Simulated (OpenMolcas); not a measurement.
**Zr²⁺ among point charges: CASSCF levels, g values and susceptibility**

How does a field of 6 point charges split the states of Zr²⁺, and what g values and χT follow?

Method: state-averaged CASSCF, spin-orbit coupling by RASSI with atomic mean-field integrals. Code: OpenMolcas 26.06.

### 1 Starting point

| Property | Result |
| --- | --- |
| Species | Zr²⁺ (zirconium, Z = 40, 38 electrons) |
| Basis | ANO-RCC-VDZP [6s5p3d1f], 43 functions |
| Scalar Hamiltonian | DKH2, point nucleus |
| Inactive shells | 1s 2s 2p 3s 3p 3d 4s 4p |
| Active space | 2 electrons in 5 orbitals (4d) |
| Some configurations of this space | 4d2 |
| Orbitals | optimised for each spin and parity, averaged over all roots |

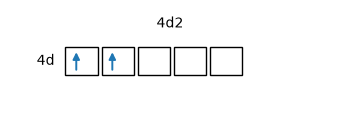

Occupation of the outer shells (arrows by Hund's rule).

The ion sits among 6 point charges of -1.7 e arranged as an octahedron (Oh), 1.99 Å from the ion. The active orbitals were held to one l.

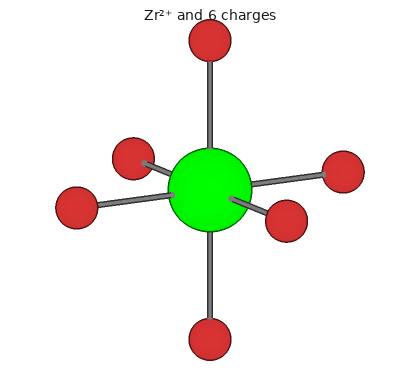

The ion and the point charges (red).

Each step is its own input file, run in one work folder so that later steps find the files of earlier ones. Only the result sections of each output are shown. Labels, J, g values, rates, χT and fits are worked out afterwards by a script from the matrices that RASSI stores. The input lists half of the charges; inversion (Group=XYZ) makes the rest.

### 2 One- and two-electron integrals

Input file a.inp:

```
&GATEWAY
Coord
1

Zr 0.0 0.0 0.0
Basis=ANO-RCC-VDZP
Group=XYZ
NoMove
AngMom=0.0 0.0 0.0
AMFI
XField
3 Angstrom 0
1.990000 0.000000 0.000000 -1.700000
0.000000 1.990000 0.000000 -1.700000
0.000000 0.000000 1.990000 -1.700000
&SEWARD
```

Command:

```console
> OMP_NUM_THREADS=1 MOLCAS_MEM=1689 MOLCAS_PROJECT=a pymolcas a.inp > a.log
```

Output:

```text
Basis set label: ZR.ANO-RCC...6S5P3D1F.

      Electronic valence basis set:
      ------------------
      Associated Effective Charge  40.000000 au
      Associated Actual Charge     40.000000 au
      Nuclear Model: Point charge

      Shell  nPrim  nBasis  Cartesian Spherical Contaminant
         s      21       6        X
         p      18       5        X
         d      13       3                 X
         f       6       1                 X
                  Relativistic Douglas-Kroll-Hess integrals:
                    - DKH order of Hamiltonian: 2
                    - DKH order of Properties : 0
                  Atomic mean-field integrals
```

### 3 CASSCF: triplets of even parity, 10 roots

Input file a.inp:

```
&RASSCF
FileOrb=start.orb
Symmetry=1
Spin=3
nActEl=2 0 0
Inactive=9 9
Ras2=5 0
CIRoot=10 10 1
SDav=10
CIMx=300
Iter=120 100
PrWF=0.3
OrbListing=Nothing
MaxOrb=0
SupSym
1
15 4 5 6 7 8 10 11 12 13 14 17 18 19 20 21
0
>>> COPY $Project.JobIph JOB001
```

start.orb holds the contracted functions of the basis, ordered by shell, or the orbitals of the step before.

Output (excerpt; [...] marks lines left out):

```text
[...]
      Number of active orbitals                  5
[...]
      Spin quantum number                      1.0
[...]
      Active orbitals                            5   0
[...]
      Number of CSFs                            10
      Number of root(s) required                10
[...]
      Convergence after  8 iterations
[...]
      Natural orbitals and occupation numbers for root  1
      sym 1:   0.995195   0.004805   0.000000   0.995195   0.004805
      Natural orbitals and occupation numbers for root  2
      sym 1:   0.995195   0.995195   0.004805   0.004805  -0.000000
      Natural orbitals and occupation numbers for root  3
      sym 1:   0.006655   0.993345  -0.000000   0.993345   0.006655
::    RASSCF root number  1 Total energy:  -3600.78297070
::    RASSCF root number  2 Total energy:  -3600.78297070
::    RASSCF root number  3 Total energy:  -3600.78297070
[...]
::    RASSCF root number  7 Total energy:  -3600.61832780
::    RASSCF root number  8 Total energy:  -3600.61832780
::    RASSCF root number  9 Total energy:  -3600.61832780
::    RASSCF root number 10 Total energy:  -3600.48875155
```

### 4 CASSCF: singlets of even parity, 15 roots

Input file a.inp:

```
&RASSCF
FileOrb=start.orb
Symmetry=1
Spin=1
nActEl=2 0 0
Inactive=9 9
Ras2=5 0
CIRoot=15 15 1
SDav=15
CIMx=300
Iter=120 100
PrWF=0.3
OrbListing=Nothing
MaxOrb=0
SupSym
1
15 4 5 6 7 8 10 11 12 13 14 17 18 19 20 21
0
>>> COPY $Project.JobIph JOB002
```

Output (excerpt; [...] marks lines left out):

```text
[...]
      Number of active orbitals                  5
[...]
      Spin quantum number                      0.0
[...]
      Active orbitals                            5   0
[...]
      Number of CSFs                            15
      Number of root(s) required                15
[...]
      Convergence after  7 iterations
[...]
      Natural orbitals and occupation numbers for root  1
      sym 1:   1.058215   0.000000   0.000640   0.933389   0.007756
      Natural orbitals and occupation numbers for root  2
      sym 1:   0.005528   0.001470   0.000000   0.960648   1.032354
      Natural orbitals and occupation numbers for root  3
      sym 1:   1.168331   0.000113   0.000000   0.041260   0.790296
::    RASSCF root number  1 Total energy:  -3600.75205180
::    RASSCF root number  2 Total energy:  -3600.75205180
::    RASSCF root number  3 Total energy:  -3600.75205180
[...]
::    RASSCF root number 12 Total energy:  -3600.60093504
::    RASSCF root number 13 Total energy:  -3600.44340005
::    RASSCF root number 14 Total energy:  -3600.44340005
::    RASSCF root number 15 Total energy:  -3600.39394717
```

### 5 RASSI: spin-orbit coupling between the states

Input file a.inp:

```
&RASSI
NrOfJobIphs=2 10 15
1 2 3 4 5 6 7 8 9 10
1 2 3 4 5 6 7 8 9 10 11 12 13 14 15
IphNames
JOB001
JOB002
EJob
SpinOrbit
DIPRint=1.0
SOCoupling=1000.0
Subsets=2
Property=9
'ANGMOM' 1 'ANGMOM' 2 'ANGMOM' 3 'MLTPL  1' 1 'MLTPL  1' 2 'MLTPL  1' 3
'AMFI' 1 'AMFI' 2 'AMFI' 3
SOProperty=3
'ANGMOM' 1 'ANGMOM' 2 'ANGMOM' 3
```

Output (excerpt; [...] marks lines left out):

```text
SPIN-FREE ENERGIES:
  (Shifted by EMIN (a.u.) =      -3600.7829707011)
 SF State       Relative EMIN(au)   Rel lowest level(eV)    D:o, cm**(-1)      L_eff
     1             0.0000000000        0.0000000000              0.0000         2.7
     2             0.0000000000        0.0000000000              0.0000         2.7
     3             0.0000000000        0.0000000000              0.0000         2.7
    11             0.0309189023        0.8413461923           6785.9147         3.1
    12             0.0309189023        0.8413461923           6785.9147         3.1
    13             0.0309189023        0.8413461923           6785.9147         3.1
    14             0.0311307533        0.8471109528           6832.4106         3.1
    15             0.0311307533        0.8471109528           6832.4106         3.1
    16             0.0728974799        1.9836414823          15999.1475         2.6
     4             0.1347947876        3.6679530300          29584.0363         2.9
[...]
Eigenvalues of complex Hamiltonian:
   -----------------------------------
  (Shifted by EMIN (a.u.) =      -3600.7829707011)
 SO State       Relative EMIN(au)   Rel lowest level(eV)    D:o, cm**(-1)     J-value
     1            -0.0006011159        0.0000000000              0.0000         2.1
     2            -0.0006011159        0.0000000000              0.0000         1.9
     3            -0.0005868609        0.0003878993              3.1286         2.1
     4            -0.0005868609        0.0003878993              3.1286         2.1
     5            -0.0005868609        0.0003878993              3.1286         2.0
     6             0.0005294592        0.0307645146            248.1325         2.9
     7             0.0005294592        0.0307645146            248.1325         2.9
     8             0.0005294592        0.0307645146            248.1325         2.0
     9             0.0010687491        0.0454393410            366.4930         2.8
    10             0.0308974259        0.8571189881           6913.1309         2.4
    11             0.0308974259        0.8571189881           6913.1309         2.5
[...]
```

These steps: 5.1 s of run time, 1 thread of Arm Neoverse V1, shared host.

Spin-free states, with their symmetry labels:

| state | degeneracy | E (cm-1) | free-ion L (%) |
| --- | --- | --- | --- |
| 3T1 | 3 | 0 | F (85) |
| 1T2 | 3 | 6786 | G (53) |
| 1E | 2 | 6832 | G (57) |
| 1A1 | 1 | 15999 | G (51) |
| 3T2 | 3 | 29584 | F (100) |
| 3T1 | 3 | 36135 | P (85) |
| 1T2 | 3 | 37857 | D (53) |
| 1T1 | 3 | 39952 | G (100) |
| 3A2 | 1 | 64574 | F (100) |
| 1E | 2 | 74527 | D (57) |
| 1A1 | 1 | 85381 | S (51) |

With spin-orbit coupling:

| E (cm-1) | Degeneracy | Label | 2S+1 |
| --- | --- | --- | --- |
| 0.0 | 2 | E | 3 |
| 3.1 | 3 | T2 | 3 |
| 248.1 | 3 | T1 | 3 |
| 366.5 | 1 | A1 | 3 |
| 6913 | 3 | T2 | 1 |
| 6963 | 2 | E | 1 |
| 16128 | 1 | A1 | 1 |
| 29619 | 1 | A2 | 3 |
| 29670 | 3 | T2 | 3 |
| 29765 | 3 | T1 | 3 |
| 29767 | 2 | E | 3 |
| 36127 | 1 | A1 | 3 |
| 36196 | 3 | T1 | 3 |
| 36330 | 3 | T2 | 3 |
| 36344 | 2 | E | 3 |
| 38000 | 3 | T2 | 1 |
| 40087 | 3 | T1 | 1 |
| 64714 | 3 | T2 | 3 |
| 74665 | 2 | E | 1 |
| 85519 | 1 | A1 | 1 |

Powder χT (cm³ K/mol): 0.10 at 2 K, 0.14 at 5 K, 0.16 at 10 K, 0.20 at 20 K, 0.30 at 50 K, 0.47 at 100 K, 0.62 at 150 K, 0.74 at 200 K, 0.83 at 250 K, 0.90 at 300 K.

A ligand-field fit to the states below 45000 cm-1 gives 10Dq = 31254 cm-1, B = 515 cm-1 and C = 1874 cm-1 (C/B = 3.64), with a deviation of 165 cm-1.

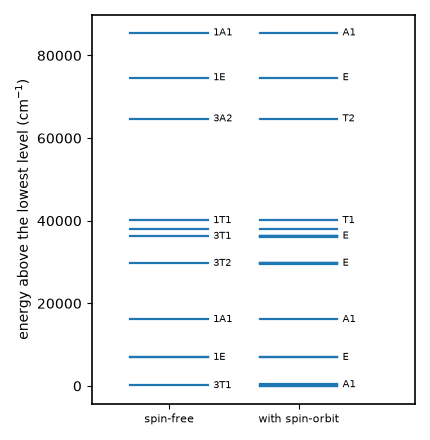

The states in the field without (left) and with (right) spin-orbit coupling.

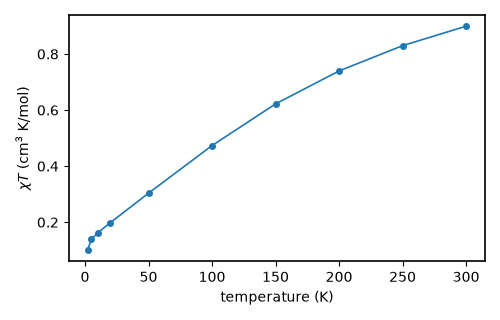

χT against temperature.

### 6 Results

```
                    quantity                            value
                      method                           CASSCF
      spin-free ground state  3T1, 3-fold in its orbital part
first state of the same spin                3T2 at 29600 cm⁻¹
                lowest level   2-fold E, g = 0.00, 0.00, 0.00
                  next level                         3.1 cm⁻¹
                 χT at 300 K                   0.90 cm³ K/mol
   effective moment at 300 K                          2.68 μB
```

What this shows: The spin-free ground state (3T1) comes to 85 % from free-ion F terms and keeps the highest spin of the shell. χT at 300 K is 0.90, against 1.00 cm³ K/mol for the spin alone, so orbital moment lowers it. A ligand-field fit to the states below 45000 cm-1 gives 10Dq = 31254 cm-1, B = 515 cm-1 and C = 1874 cm-1 (C/B = 3.64), with a deviation of 165 cm-1. Point charges give too small a field for d ions at true ligand charges. Point charges carry no covalency, so the field is a model and not that of real ligands.
